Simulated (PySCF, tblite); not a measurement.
# C7H13NSi: geometry, infrared bands and NMR shifts

Aim: predict the infrared bands and NMR shifts of C7H13NSi (`C#CCC(C)(C)[SiH2]N=C`).

Programs: tblite 0.8.0 and PySCF 2.14.0, with density-fitted response routines of our own. Each step states its level of theory. These are calculated values for one molecule in the gas phase, unless marked as measured. Atoms are numbered from 0 throughout.

### 1 Starting geometry

22 atoms, charge 0, multiplicity 1; geometry from: force field or distance geometry start.

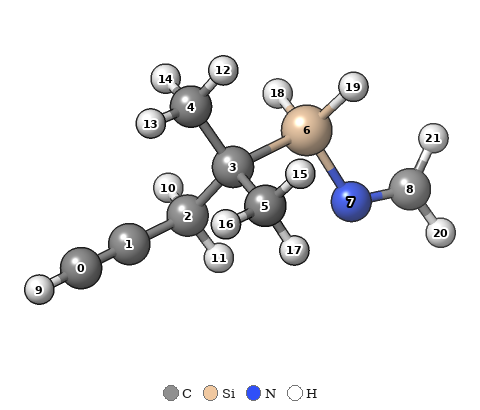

As it starts; carbon grey, silicon light orange, nitrogen blue, hydrogen white, atoms numbered.

### 2 Optimising the geometry with GFN2-xTB

Job settings and geometry (Å):

```
{"job": {"kind": "relax", "xc": "GFN2-xTB", "basis": "xTB"}, "charge": 0, "multiplicity": 1}
C      3.484300     1.345600     0.502800
C      2.319800     1.258800     0.164600
C      0.919000     1.147900    -0.227600
C      0.357400    -0.297500    -0.223000
C      1.177100    -1.218000    -1.155100
C      0.403100    -0.898000     1.212600
Si    -1.517500    -0.263500    -0.849600
N     -2.359200     0.783000     0.261600
C     -3.645900     0.726300     0.211200
H      4.492000     1.431600     0.802700
H      0.806600     1.578400    -1.238900
H      0.311000     1.786800     0.437100
H      0.748800    -2.225000    -1.203900
H      2.218800    -1.322400    -0.826000
H      1.198300    -0.806400    -2.180800
H     -0.046200    -1.894900     1.263400
H      1.440100    -0.993900     1.575400
H     -0.131300    -0.270900     1.931500
H     -1.595100     0.306700    -2.205000
H     -2.110000    -1.620800    -0.781700
H     -4.239300     1.378700     0.893300
H     -4.242300     0.087100    -0.466100
```

On the command line:

```bash
> OMP_NUM_THREADS=1 python probes_run.py task.json out
```

This one command runs all jobs of the session in turn.

Output:

```text
step      E/eV     max force
  0    -712.03885    2.886
  1    -712.07277    4.576
  2    -712.17041    2.090
  3    -712.19269    1.986
  4    -712.23085    0.412
  5    -712.24626    0.368
  6    -712.26075    0.509
  7    -712.27040    0.292
  8    -712.27704    0.245
  9    -712.28421    0.282
 10    -712.28957    0.296
 11    -712.29390    0.228
 12    -712.29836    0.232
 13    -712.30400    0.325
 14    -712.31030    0.321
 15    -712.31540    0.164
 16    -712.31880    0.137
 17    -712.32197    0.187
 18    -712.32563    0.209
 19    -712.32946    0.179
 20    -712.33264    0.101
 21    -712.33498    0.089
 22    -712.33686    0.106
 23    -712.33858    0.106
 24    -712.34027    0.087
 25    -712.34198    0.085
 26    -712.34366    0.100
 27    -712.34518    0.104
 28    -712.34649    0.093
 29    -712.34783    0.079
 30    -712.34959    0.104
 31    -712.35229    0.143
 32    -712.35643    0.169
 33    -712.36148    0.165
 34    -712.36580    0.147
 35    -712.36931    0.156
 36    -712.37190    0.152
 37    -712.37287    0.367
 38    -712.37512    0.131
 39    -712.37611    0.075
 40    -712.37741    0.114
 41    -712.37868    0.114
 42    -712.38069    0.123
 43    -712.38323    0.114
 44    -712.38698    0.139
 45    -712.38939    0.113
 46    -712.39134    0.093
 47    -712.39338    0.096
 48    -712.39547    0.090
 49    -712.39723    0.111
 50    -712.39816    0.233
 51    -712.40025    0.089
 52    -712.40200    0.071
 53    -712.40377    0.080
 54    -712.40499    0.096
 55    -712.40605    0.109
 56    -712.40759    0.104
 57    -712.40914    0.088
 58    -712.41032    0.072
 59    -712.41095    0.045
 60    -712.41135    0.039
 61    -712.41173    0.055
 62    -712.41220    0.065
 63    -712.41270    0.047
 64    -712.41315    0.053
 65    -712.41360    0.049
 66    -712.41411    0.073
 67    -712.41468    0.087
 68    -712.41526    0.053
 69    -712.41566    0.047
 70    -712.41579    0.028
 71    -712.41610    0.042
 72    -712.41647    0.055
 73    -712.41682    0.050
 74    -712.41705    0.043
 75    -712.41726    0.030
 76    -712.41749    0.035
 77    -712.41773    0.044
 78    -712.41794    0.031
 79    -712.41809    0.031
 80    -712.41822    0.036
 81    -712.41838    0.035
 82    -712.41859    0.051
 83    -712.41880    0.036
 84    -712.41902    0.036
 85    -712.41923    0.024
 86    -712.41938    0.024
 87    -712.41947    0.020
 88    -712.41955    0.016
 89    -712.41964    0.018
 90    -712.41974    0.023
 91    -712.41982    0.021
 92    -712.41986    0.018
 93    -712.41989    0.018
 94    -712.41994    0.017
 95    -712.42001    0.022
 96    -712.42009    0.021
 97    -712.42014    0.014
 98    -712.42018    0.013
 99    -712.42021    0.012
100    -712.42025    0.014
101    -712.42029    0.013
102    -712.42032    0.015
103    -712.42035    0.019
104    -712.42040    0.027
105    -712.42048    0.034
106    -712.42056    0.027
107    -712.42063    0.038
108    -712.42065    0.103
109    -712.42073    0.023
110    -712.42080    0.042
111    -712.42092    0.068
112    -712.42101    0.049
113    -712.42107    0.016
114    -712.42110    0.018
115    -712.42113    0.026
116    -712.42115    0.018
117    -712.42117    0.009
```

It took 3.6 s on 1 thread of Intel Xeon at 2.50GHz, shared host; peak memory 0.18 GiB.

Step by step: (not every step is listed)

```
step  energy from step 0 (eV)  largest force (eV/Å)
   0                   0.0000                2.8861
   1                  -0.0339                4.5763
   2                  -0.1316                2.0895
   3                  -0.1538                1.9855
   4                  -0.1920                0.4121
   5                  -0.2074                0.3680
   6                  -0.2219                0.5089
   7                  -0.2315                0.2924
   8                  -0.2382                0.2453
  18                  -0.2868                0.2094
  28                  -0.3076                0.0928
  38                  -0.3363                0.1307
  48                  -0.3566                0.0903
  58                  -0.3715                0.0724
  68                  -0.3764                0.0529
  78                  -0.3791                0.0307
  88                  -0.3807                0.0165
  98                  -0.3813                0.0134
 108                  -0.3818                0.1033
 112                  -0.3822                0.0493
 113                  -0.3822                0.0158
 114                  -0.3822                0.0181
 115                  -0.3823                0.0259
 116                  -0.3823                0.0182
 117                  -0.3823                0.0091
```

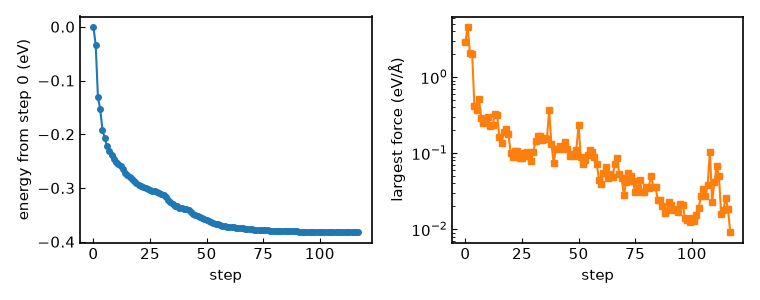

Energy and force, step by step.

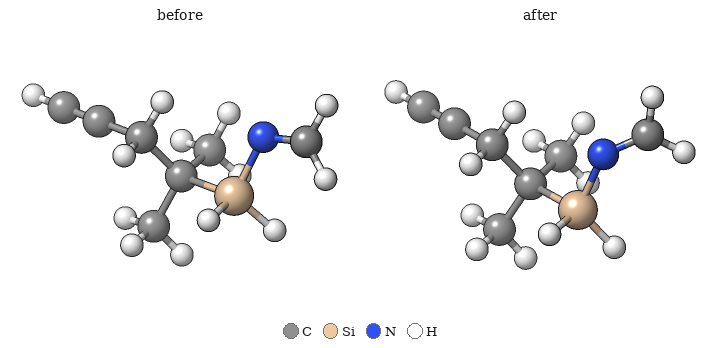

Before and after, at one scale.

Distances of close pairs at the start and the end, largest changes first:

| bond | before (Å) | after (Å) | change (Å) |
| --- | --- | --- | --- |
| C3–Si6 | 1.977 | 1.917 | -0.060 |
| N7–C8 | 1.289 | 1.247 | -0.042 |
| C3–C5 | 1.557 | 1.529 | -0.028 |
| C8–H20 | 1.115 | 1.088 | -0.027 |
| Si6–N7 | 1.743 | 1.720 | -0.023 |
| C0–C1 | 1.216 | 1.197 | -0.019 |
| C3–C4 | 1.545 | 1.527 | -0.018 |
| C4–H14 | 1.105 | 1.089 | -0.017 |

The next job starts from the end point, and lists it.

### 3 Infrared spectrum with GFN2-xTB

Job settings and geometry (Å):

```
{"job": {"kind": "ir", "xc": "GFN2-xTB", "basis": "xTB"}, "charge": 0, "multiplicity": 1}
C      3.239140     1.304625     0.703548
C      2.136486     1.231506     0.242999
C      0.806807     1.120012    -0.319204
C      0.286163    -0.328861    -0.326700
C      1.231659    -1.197409    -1.153783
C      0.238770    -0.856116     1.107426
Si    -1.462603    -0.366698    -1.111123
N     -2.348480     0.814239    -0.227626
C     -3.353933     0.796746     0.509785
H      4.205146     1.382226     1.105246
H      0.831893     1.504728    -1.342987
H      0.124530     1.748463     0.259322
H      0.884070    -2.228193    -1.186009
H      2.232750    -1.186786    -0.722773
H      1.298023    -0.829179    -2.176037
H     -0.115654    -1.885208     1.129269
H      1.230688    -0.827288     1.557756
H     -0.429812    -0.251994     1.719208
H     -1.453200     0.197197    -2.460115
H     -1.953359    -1.751789    -1.118958
H     -3.691765     1.722045     0.971714
H     -3.947729    -0.092882     0.737506
```

Output:

```text
mode    cm-1     km/mol
  1      42.2      0.58
  2      58.3      1.04
  3      85.0      2.42
  4     119.0      3.53
  5     158.5      8.56
  6     216.4      1.55
  7     222.5      1.45
  8     246.5      2.71
  9     253.8      0.39
 10     256.8      3.24
 11     301.8      0.08
 12     331.6      0.19
 13     360.8      1.77
 14     373.2      1.63
 15     438.9      0.36
 16     471.9     14.36
 17     526.2    109.37
 18     587.0     20.50
 19     630.4     23.85
 20     635.0     19.98
 21     702.8     53.86
 22     720.7    133.58
 23     773.6    173.29
 24     794.9    236.05
 25     878.7     18.57
 26     904.3      0.25
 27     974.3      0.65
 28     990.7      4.53
 29     997.1     11.76
 30    1018.6      1.55
 31    1026.5      2.64
 32    1124.6      0.86
 33    1142.0     15.49
 34    1181.0      9.03
 35    1219.2      2.52
 36    1248.6      0.56
 37    1305.7      6.45
 38    1411.0      2.84
 39    1425.2      2.22
 40    1449.3      1.55
 41    1452.5      0.66
 42    1499.8      0.02
 43    1505.6      1.06
 44    1511.1      2.77
 45    1515.9      4.17
 46    1761.9     82.48
 47    2200.0    387.91
 48    2276.5    250.21
 49    2289.8     21.79
 50    2876.0     94.63
 51    2942.7     32.05
 52    2962.7     31.93
 53    2966.3     42.41
 54    3002.8      2.51
 55    3007.2     76.16
 56    3011.8     31.44
 57    3017.9     38.76
 58    3022.9     54.44
 59    3026.7     40.68
 60    3394.1      0.59
```

Run time: 3.4 s. Hardware: 1 thread of Intel Xeon at 2.50GHz, shared host; peak memory 0.18 GiB.

The strongest bands and the atoms that carry them (share of the mass-weighted mode):

```
cm⁻¹  km/mol                                  atoms
 526   109.4           H18 36 %, H19 23 %, Si6 21 %
 721   133.6            H18 29 %, H19 21 %, N7 13 %
 774   173.3           H19 34 %, H18 26 %, Si6 20 %
 795   236.1  Si6 33 %, H18 24 %, H19 17 %, N7 15 %
1762    82.5                       N7 50 %, C8 48 %
2200   387.9                               H19 95 %
2276   250.2                               H18 95 %
2876    94.6                               H21 91 %
```

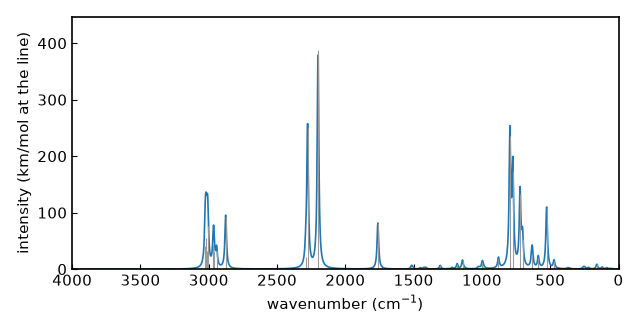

The infrared spectrum from these modes, unscaled. Lines are broadened to a width of 14 cm⁻¹ (Lorentzian).

### 4 Shielding tensors: PBE0/pcSseg-1

The job, as its differences from that of step 3:

```diff
@@ -1,2 +1,2 @@
-{"job": {"kind": "ir", "xc": "GFN2-xTB", "basis": "xTB"}, "charge": 0, "multiplicity": 1}
+{"job": {"kind": "nmr", "xc": "PBE0", "basis": "pcSseg-1"}, "charge": 0, "multiplicity": 1}
 C      3.239140     1.304625     0.703548
```

With the program's defaults for keys left out, this is: GIAO PBE0/pcSseg-1 NMR shielding, non-relativistic, gas phase.

Output:

```text
coarse grid: 18352 points
cycle   1  E = -618.0168199950  dE =  9.875e-01  |g| = 5.711e-01  |ddm| = 4.321e+00
cycle   2  E = -617.9463942070  dE =  7.043e-02  |g| = 8.017e-01  |ddm| = 1.442e+00
cycle   3  E = -618.0936545708  dE = -1.473e-01  |g| = 1.728e-01  |ddm| = 9.013e-01
cycle   4  E = -618.0999921579  dE = -6.338e-03  |g| = 4.144e-02  |ddm| = 1.635e-01
cycle   5  E = -618.1003159920  dE = -3.238e-04  |g| = 1.963e-02  |ddm| = 5.126e-02
cycle   6  E = -618.1003989565  dE = -8.296e-05  |g| = 7.715e-03  |ddm| = 1.854e-02
cycle   7  E = -618.1004127242  dE = -1.377e-05  |g| = 1.612e-03  |ddm| = 7.613e-03
cycle   8  E = -618.1004133325  dE = -6.083e-07  |g| = 3.653e-04  |ddm| = 1.681e-03
final grid: 171216 points
cycle   9  E = -618.1548102419  dE = -7.882e-05  |g| = 9.439e-03  |ddm| = 6.418e-02
cycle  10  E = -618.1548011688  dE =  9.073e-06  |g| = 1.128e-02  |ddm| = 2.101e-02
cycle  11  E = -618.1548322057  dE = -3.104e-05  |g| = 2.192e-03  |ddm| = 1.214e-02
cycle  12  E = -618.1548332494  dE = -1.044e-06  |g| = 6.079e-04  |ddm| = 2.123e-03
cycle  13  E = -618.1548333278  dE = -7.849e-08  |g| = 2.085e-04  |ddm| = 5.774e-04
cycle  14  E = -618.1548333370  dE = -9.104e-09  |g| = 8.228e-05  |ddm| = 1.994e-04
cycle  15  E = -618.1548333384  dE = -1.469e-09  |g| = 2.569e-05  |ddm| = 8.710e-05
cycle  16  E = -618.1548333386  dE = -1.453e-10  |g| = 5.267e-06  |ddm| = 2.436e-05
converged SCF energy = -618.1548333386

GIAO shielding tensors (ppm)
atom      isotropic    diamagn.    paramagn.     s11        s22        s33       span
  0 C      108.980     258.936    -149.955     31.105     40.999    254.837    223.732
  1 C      100.014     260.021    -160.006      3.152      4.367    292.523    289.370
  2 C      156.330     250.717     -94.387    140.839    154.879    173.273     32.434
  3 C      163.975     250.349     -86.374    155.502    166.486    169.936     14.433
  4 C      163.731     247.743     -84.012    145.608    157.036    188.549     42.941
  5 C      164.658     249.493     -84.835    149.199    157.528    187.245     38.046
  6 Si     371.530     882.544    -511.014    342.905    353.209    418.475     75.569
  7 N     -153.495     332.462    -485.957   -570.124   -183.647    293.287    863.411
  8 C       13.892     250.988    -237.096    -79.668     -5.382    126.725    206.393
  9 H       30.250      34.819      -4.570     24.599     25.066     41.084     16.485
 10 H       29.198      29.675      -0.476     23.407     29.070     35.118     11.711
 11 H       28.936      30.637      -1.701     22.515     29.434     34.859     12.344
 12 H       30.859      31.173      -0.313     26.683     28.308     37.587     10.904
 13 H       29.803      31.088      -1.286     25.229     29.584     34.595      9.367
 14 H       30.818      30.891      -0.073     26.825     27.601     38.027     11.202
 15 H       31.085      32.694      -1.609     27.027     28.254     37.973     10.946
 16 H       30.007      32.399      -2.392     25.152     29.930     34.938      9.786
 17 H       31.065      33.353      -2.288     26.405     28.928     37.864     11.459
 18 H       26.770      30.226      -3.456     24.338     24.555     31.418      7.080
 19 H       26.986      30.861      -3.875     23.795     25.182     31.981      8.186
 20 H       23.005      28.289      -5.284     21.513     22.451     25.050      3.537
 21 H       22.963      28.696      -5.733     20.680     22.026     26.182      5.503
```

Wall time 2.1 min (1 thread of Intel Xeon at 2.50GHz, shared host); peak memory 1.1 GiB.

Shifts follow as δ = σ(reference) − σ, with reference shieldings (ppm) from runs at the same level and on the same kind of geometry: ¹H TMS 31.72, ¹³C TMS 186.9, ²⁹Si TMS 349.2, ¹⁵N NH3 267.7. The references are single molecules in the gas phase, so shifts against H2O, NH3, PH3, H3PO4 or CFCl3 are not on the usual liquid scales and can be off by tens of ppm. Atoms listed in one row are averaged.

```
                       atoms                                environment  σ (ppm)  δ (ppm)  δ scaled to CDCl3
                          C8                                 C=N carbon     13.9    173.0              167.0
                          C1                              alkyne carbon    100.0     86.9               82.9
                          C0                     terminal alkyne carbon    109.0     77.9               74.2
                          C2                        propargylic sp3 CH2    156.3     30.6               27.9
                          C3  fully substituted sp3 carbon bonded to Si    164.0     23.0               20.5
                      C4, C5                              methyl carbon    164.2     22.7               20.3
                         H21                   hydrogen on a C=N carbon    22.96     8.75               8.36
                         H20                   hydrogen on a C=N carbon    23.00     8.71               8.32
                    H18, H19       hydrogen on a silicon bonded to C, N    26.88     4.84                  –
                    H10, H11          hydrogen on a propargylic sp3 CH2    29.07     2.65               2.60
                          H9       hydrogen on a terminal alkyne carbon    30.25     1.47               1.49
H12, H13, H14, H15, H16, H17                hydrogen on a methyl carbon    30.61     1.11               1.15
                         Si6                silicon bonded to C, N, 2 H    371.5    -22.4                  –
                          N7                             imine nitrogen   -153.5    421.2                  –
```

The scaled column applies a straight-line fit of computed shieldings to shifts measured in CDCl3 (root-mean-square error 0.16 ppm for H, 1.9 ppm for C).

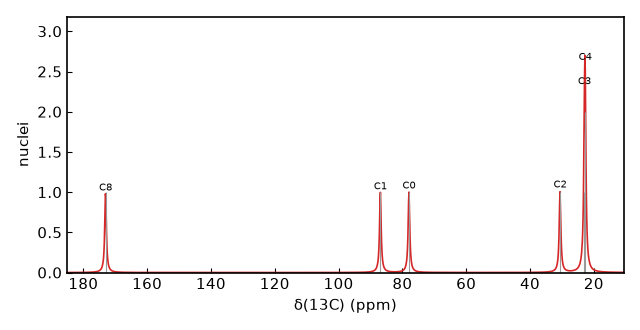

¹³C lines at the computed shifts, without couplings. Lines are broadened to a width of 0.60 ppm (Lorentzian).

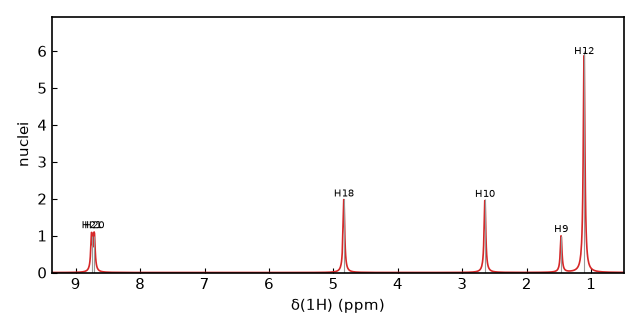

¹H lines at the computed shifts, without couplings. Lines are broadened to a width of 0.03 ppm (Lorentzian).

The run also stored atomic charges by several schemes (e):

| atoms | Mulliken | IAO | Hirshfeld | ESP fit |
| --- | --- | --- | --- | --- |
| C0 | -0.40 | -0.27 | -0.13 | -0.67 |
| C1 | 0.18 | -0.02 | -0.03 | 0.35 |
| C2 | -0.04 | -0.27 | -0.06 | -0.61 |
| C3 | -0.77 | -0.20 | -0.05 | 0.41 |
| C4, C5 | -0.16 | -0.42 | -0.12 | -0.57 |
| Si6 | 0.79 | 0.86 | 0.36 | 0.62 |
| N7 | -0.57 | -0.52 | -0.22 | -0.57 |
| C8 | 0.06 | -0.07 | 0.03 | 0.24 |

Hirshfeld charges:

C0 -0.13; C1 -0.03; C2 -0.06; C3 -0.05; C4 -0.12; C5 -0.12; Si6 0.36; N7 -0.22; C8 0.03; H9 0.09; H10 0.05; H11 0.05; H12 0.04; H13 0.03; H14 0.04; H15 0.04; H16 0.03; H17 0.03; H18 -0.08; H19 -0.09; H20 0.05; H21 0.04

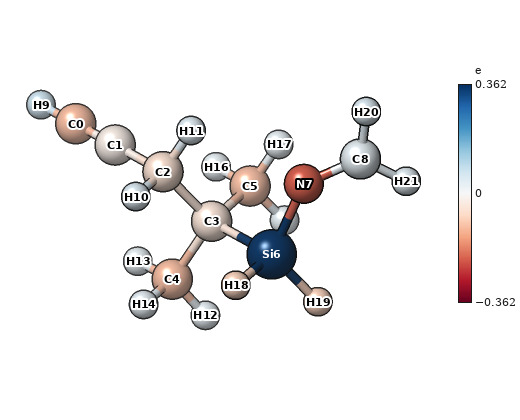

Hirshfeld charges, as colours on the atoms.

Mayer bond orders: C0–C1 2.52, C1–C2 1.12, C2–C3 0.98, C3–C4 1.01, C3–C5 1.01, C3–Si6 0.85, Si6–N7 0.96, N7–C8 1.96.

### 5 Summary of results

| quantity | value |
| --- | --- |
| strongest single infrared mode (GFN2-xTB) | 2200 cm⁻¹, 388 km/mol |
| zero-point energy (GFN2-xTB) | 109.9 kcal/mol |
| ¹³C shifts against TMS (PBE0/pcSseg-1, means over atoms taken as alike) | 173.0, 86.9, 77.9, 30.6, 23.0, 22.7 ppm |
| ¹H shifts against TMS (PBE0/pcSseg-1, means over atoms taken as alike) | 8.75, 8.71, 4.84, 2.65, 1.47, 1.11 ppm |
| ²⁹Si shifts against TMS (PBE0/pcSseg-1) | -22.4 ppm |
| ¹⁵N shifts against NH3 (PBE0/pcSseg-1) | 421.2 ppm |

What this shows: The optimisation took 117 steps and gained 0.382 eV; among the close pairs (by a distance rule), C3–Si6 changed most, from 1.977 to 1.917 Å. All 60 modes are real, so the xTB geometry is a minimum. The strongest single mode, at 2200 cm⁻¹, moves mainly H19. GFN2-xTB is a fitted tight-binding method: band positions and strengths are rough. Its intensities can rank the bands wrongly. At PBE0/pcSseg-1: The largest span, 863 ppm, is at N7, where the paramagnetic term is -486 ppm.
